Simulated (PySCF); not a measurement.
| atom | x (Å) | y (Å) | z (Å) |
| --- | --- | --- | --- |
| C | 3.1880 | -0.2750 | -0.4380 |
| C | 2.2101 | 0.6701 | -0.3141 |
| N | 0.9454 | 0.3889 | -0.2289 |
| C | -0.2497 | 0.1418 | -0.1039 |
| C | -1.3949 | -0.0181 | -1.0628 |
| C | -2.3483 | -0.2589 | 0.1188 |
| C | -1.1543 | -0.1013 | 1.0727 |
| H | 4.2199 | 0.0204 | -0.5034 |
| H | 2.9582 | -1.3268 | -0.4719 |
| H | 2.4551 | 1.7278 | -0.2879 |
| H | -1.2593 | -0.8582 | -1.7433 |
| H | -1.5800 | 0.8833 | -1.6465 |
| H | -2.8099 | -1.2411 | 0.1339 |
| H | -3.1170 | 0.4987 | 0.2339 |
| H | -0.8780 | -0.9922 | 1.6353 |
| H | -1.1930 | 0.7496 | 1.7519 |

Geometry: GFN2-xTB.

All numbers below come from UKS B3LYP, pcH-1 on C H N, non-relativistic, mean-field spin-orbit, GIAO in PySCF 2.14.0, density-fitted response routines.

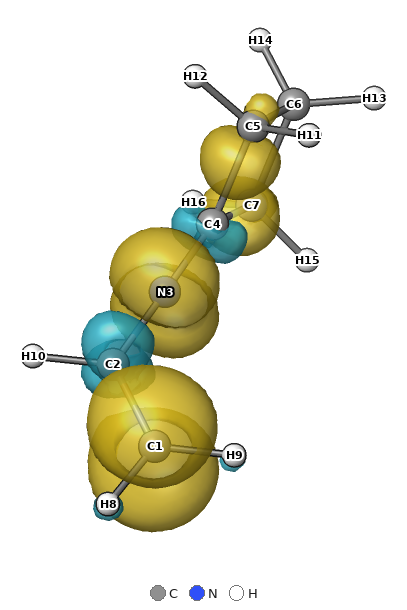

C6H9N (SMILES [CH2+][CH]N=C1CCC1) (charge +1, doublet). Isosurfaces of the spin density (α minus β) at +0.03 (yellow) and −0.03 e/Å³ (cyan), seen at an oblique angle.

Where is the unpaired spin?

Answer. The unpaired spin (1 electron) lies mostly on C1 (about 0.5) and N3 (about 0.3), in electrons by Hirshfeld's partition.
